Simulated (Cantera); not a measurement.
A closed system holds: 1 mol B2O3, 8.8 mol H2O, 9 mol N2, equilibrated at 1602 °C.

Equilibrium computed with Cantera from the NASA thermochemical tables; the gas is ideal and each condensed phase is pure. Candidate condensed phases: B, BN, B2O3, B3O3H3, H2O; 39 gas species. Kinetics and transport are ignored.

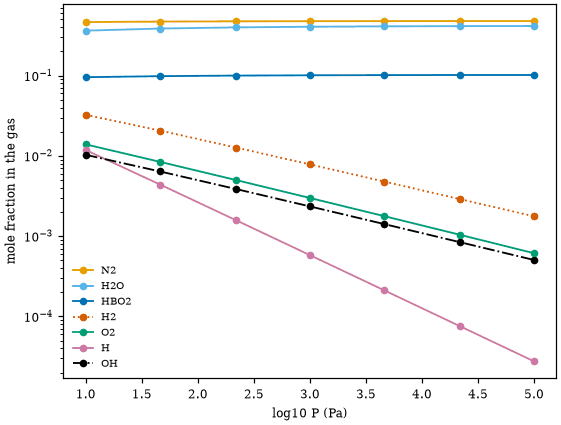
Figure: Equilibrium gas composition (values under 1e-9 drawn at 1e-9)

From 10.0 Pa to 100000 Pa nothing is condensed. The main B-bearing gas is HBO2 throughout.
